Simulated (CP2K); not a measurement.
# B3LYP/aug-cc-pVTZ run of NO+ (nitrosonium)

Aim: the energy change on altering one bond length of NO+ (nitrosonium) at B3LYP/aug-cc-pVTZ, from 2 runs. 

Program for the calculation: CP2K 2026.2.

3 further runs of the same task are left out: 3 that didn't finish.

## 1. The system as given

NO+: 2 atoms, total charge +1, spin state singlet. As SMILES, `N#[O+]`. Geometry: the measured bond length.

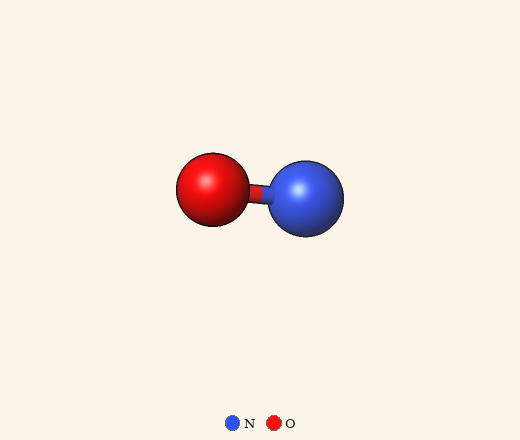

Viewed from a chosen angle; nitrogen blue, oxygen red.

## 2. The energy at B3LYP/aug-cc-pVTZ

Contents of gas.inp:

```
&GLOBAL
   PROJECT gas
   RUN_TYPE ENERGY
   PRINT_LEVEL MEDIUM
&END

&FORCE_EVAL
   METHOD QS
   &DFT
      BASIS_SET_FILE_NAME ./aug_cc_pvtz.basis
      POTENTIAL_FILE_NAME POTENTIAL
      CHARGE 1
      &QS
         METHOD GAPW
         EPS_DEFAULT 1.0E-10
      &END
      &MGRID
         CUTOFF 280
         REL_CUTOFF 50
         NGRIDS 4
      &END
      &POISSON
         PERIODIC NONE
         POISSON_SOLVER MULTIPOLE
      &END
      &SCF
         SCF_GUESS ATOMIC
         EPS_SCF 1.0E-07
         MAX_SCF 150
         ADDED_MOS 5
         &DIAGONALIZATION
            ALGORITHM STANDARD
         &END
         &MIXING
            METHOD DIRECT_P_MIXING
            ALPHA 0.4
         &END
      &END
      &XC
         &XC_FUNCTIONAL
            &HYB_GGA_XC_B3LYP
            &END
         &END
         &HF
            FRACTION 0.2
            &SCREENING
               EPS_SCHWARZ 1.0E-10
            &END
            &MEMORY
               MAX_MEMORY 1050
            &END
         &END
      &END
      &PRINT
         &MOMENTS
            PERIODIC F
            REFERENCE COM
            MAX_MOMENT 1
         &END
         &MO ON
            ENERGIES T
            OCCUPATION_NUMBERS T
            NDIGITS 6
            &EACH
               QS_SCF 0
            &END
            ADD_LAST NUMERIC
         &END
         &LOWDIN ON
         &END
         &HIRSHFELD OFF
         &END
      &END
   &END
   &SUBSYS
      &CELL
         ABC 8.6 8.6 9.7
         PERIODIC NONE
      &END
      &COORD
         SCALED T
         N    0.50000000   0.50000000   0.44519485
         O    0.50000000   0.50000000   0.55480515
      &END
      &KIND N
         BASIS_SET aug-cc-pVTZ
         POTENTIAL ALL
         LEBEDEV_GRID 194
         RADIAL_GRID 100
      &END
      &KIND O
         BASIS_SET aug-cc-pVTZ
         POTENTIAL ALL
         LEBEDEV_GRID 194
         RADIAL_GRID 100
      &END
   &END
&END
```

Started as:

```sh
$ OMP_NUM_THREADS=1 cp2k.psmp -i gas.inp > gas.out 2>&1
```

Output:

```text
CP2K| version string:                                       CP2K version 2026.2
[...]
 GLOBAL| Method name                                                        CP2K
[...]
 GLOBAL| Run type                                                         ENERGY
[...]
 DFT| Spin restricted Kohn-Sham (RKS) calculation                            RKS
 DFT| Multiplicity                                                             1
[...]
 DFT| Charge                                                                   1
[...]
 FUNCTIONAL| HYB_GGA_XC_B3LYP:
[...]
 QS| Method:                                                                GAPW
[...]
 QS| Density cutoff [a.u.]:                                                140.0
[...]
 QS| Relative density cutoff [a.u.]:                                        25.0
[...]
                             - Atoms:                                          2
[...]
                             - Spherical basis functions:                     92
[...]
 Number of electrons:                                                         14
[...]
     1 P_Mix/Diag. 0.40E+00    9.3     1.39359095      -124.9170240056 -1.25E+02
[...]
    15 DIIS/Diag.  0.97E-08    1.2     0.00000002      -129.5872514442 -2.84E-13
  *** SCF run converged in    15 steps ***
[...]
  Overlap energy of the core charge distribution:               0.00000365040670
  Self energy of the core charge distribution:               -120.70969697105313
  Core Hamiltonian energy:                                    -14.57607041226673
  Hartree energy:                                              24.06311606105474
  Exchange-correlation energy:                                 -4.47367006645156
  Hartree-Fock Exchange energy:                                -2.87119164670794
[...]
                     Mulliken Population Analysis
 #  Atom  Element  Kind  Atomic population                           Net charge
       1     N        1          6.296171                              0.703829
       2     O        2          7.703829                              0.296171
 # Total charge                             14.000000                  1.000000
[...]
  Dipole moment [Debye]
    X=  0.1329725E-09 Y=  0.1329708E-09 Z= -0.3886865E+00  Total=      0.3886865
 ENERGY| Total FORCE_EVAL ( QS ) energy [hartree]           -129.587251444219334
[...]
```

Run time: 26 s. Hardware: 1 thread of Arm Neoverse V1, shared host; peak memory 0.55 GiB.

## 3. The distorted shape at the same level

Contents of mol.inp:

```
&GLOBAL
   PROJECT mol
   RUN_TYPE ENERGY
   PRINT_LEVEL MEDIUM
&END GLOBAL

&FORCE_EVAL
   METHOD QS
   &DFT
      BASIS_SET_FILE_NAME ./aug_cc_pvtz.basis
      POTENTIAL_FILE_NAME POTENTIAL
      CHARGE 1
      MULTIPLICITY 1
      &QS
         METHOD GAPW
         EPS_DEFAULT 1.0E-10
      &END QS
      &MGRID
         CUTOFF 280
         REL_CUTOFF 50
         NGRIDS 4
      &END MGRID
      &POISSON
         PERIODIC NONE
         POISSON_SOLVER MULTIPOLE
      &END POISSON
      &SCF
         SCF_GUESS ATOMIC
         EPS_SCF 1.0E-07
         MAX_SCF 40
         &OT ON
            MINIMIZER CG
            PRECONDITIONER FULL_SINGLE_INVERSE
         &END OT
         &OUTER_SCF
            EPS_SCF 1.0E-07
            MAX_SCF 10
         &END OUTER_SCF
      &END SCF
      &XC
         &XC_FUNCTIONAL
            &HYB_GGA_XC_B3LYP
            &END HYB_GGA_XC_B3LYP
         &END XC_FUNCTIONAL
         &HF
            FRACTION 0.2
            &SCREENING
               EPS_SCHWARZ 1.0E-10
               SCREEN_ON_INITIAL_P F
            &END SCREENING
            &INTERACTION_POTENTIAL
               POTENTIAL_TYPE COULOMB
            &END INTERACTION_POTENTIAL
            &MEMORY
               MAX_MEMORY 1050
            &END MEMORY
         &END HF
      &END XC
      &PRINT
         &MOMENTS
            PERIODIC F
            REFERENCE COM
            MAX_MOMENT 1
         &END MOMENTS
         &MO_CUBES
            NLUMO 3
            NHOMO -1
            WRITE_CUBE F
         &END MO_CUBES
         &LOWDIN ON
         &END LOWDIN
         &HIRSHFELD OFF
         &END HIRSHFELD
      &END PRINT
   &END DFT
   &SUBSYS
      &CELL
         ABC [angstrom] 8.6 8.6 9.8
         PERIODIC NONE
      &END CELL
      &COORD
         N      0.000000     0.000000    -0.159480
         O      0.000000     0.000000     1.063220
      &END COORD
      &TOPOLOGY
         &CENTER_COORDINATES
         &END CENTER_COORDINATES
      &END TOPOLOGY
      &KIND N
         BASIS_SET aug-cc-pVTZ
         POTENTIAL ALL
         LEBEDEV_GRID 194
         RADIAL_GRID 100
      &END KIND
      &KIND O
         BASIS_SET aug-cc-pVTZ
         POTENTIAL ALL
         LEBEDEV_GRID 194
         RADIAL_GRID 100
      &END KIND
   &END SUBSYS
&END FORCE_EVAL
```

Started as:

```sh
$ OMP_NUM_THREADS=1 cp2k.psmp -i mol.inp > mol.out 2>&1
```

Output:

```text
CP2K| version string:                                       CP2K version 2026.2
[...]
 GLOBAL| Method name                                                        CP2K
[...]
 GLOBAL| Run type                                                         ENERGY
[...]
 DFT| Spin restricted Kohn-Sham (RKS) calculation                            RKS
 DFT| Multiplicity                                                             1
[...]
 DFT| Charge                                                                   1
[...]
 FUNCTIONAL| HYB_GGA_XC_B3LYP:
[...]
 QS| Method:                                                                GAPW
[...]
 QS| Density cutoff [a.u.]:                                                140.0
[...]
 QS| Relative density cutoff [a.u.]:                                        25.0
[...]
                             - Atoms:                                          2
[...]
                             - Spherical basis functions:                     92
[...]
 Number of electrons:                                                         14
[...]
     1 OT CG       0.80E-01    9.3     0.73695385      -124.5800685674 -1.25E+02
[...]
     8 OT CG       0.25E-01    1.1     0.00000010      -129.5307951494 -5.40E-13
  *** SCF run converged in     8 steps ***
[...]
  Overlap energy of the core charge distribution:               0.00000003117707
  Self energy of the core charge distribution:               -120.70969697105313
  Core Hamiltonian energy:                                    -15.20209045582033
  Hartree energy:                                              24.62730764616756
  Exchange-correlation energy:                                 -4.38655192657796
  Hartree-Fock Exchange energy:                                -2.82545608119828
[...]
                     Mulliken Population Analysis
 #  Atom  Element  Kind  Atomic population                           Net charge
       1     N        1          6.255250                              0.744750
       2     O        2          7.744750                              0.255250
 # Total charge                             14.000000                  1.000000
[...]
  Dipole moment [Debye]
    X= -0.5815516E-06 Y= -0.6683439E-06 Z= -0.7398783E+00  Total=      0.7398783
[...]
 HOMO - LUMO gap [eV] :    9.519294
 ENERGY| Total FORCE_EVAL ( QS ) energy [hartree]           -129.530795149356834
[...]
```

Run time: 2.9 min. Hardware: 1 thread of Arm Neoverse V1, shared host; peak memory 0.55 GiB.

## 4. Outcome

Level: B3LYP/aug-cc-pVTZ.

| quantity | value |
| --- | --- |
| first shape: total energy | -129.58725 Eh |
| first shape: HOMO energy | -25.01 eV |
| first shape: LUMO energy | -13.46 eV |
| first shape: HOMO–LUMO gap | 11.55 eV |
| distorted shape: total energy | -129.53080 Eh |
| distorted shape: HOMO energy | -24.63 eV |
| distorted shape: LUMO energy | -15.12 eV |
| distorted shape: HOMO–LUMO gap | 9.52 eV |
| energy change with the N1–O2 bond stretched from 1.063 to 1.223 Å | 1.536 eV |

In words: With the N1–O2 bond stretched from 1.063 to 1.223 Å the energy rises by 1.54 eV (148 kJ/mol). The first shape isn't relaxed at this level, so the change isn't measured from a minimum.
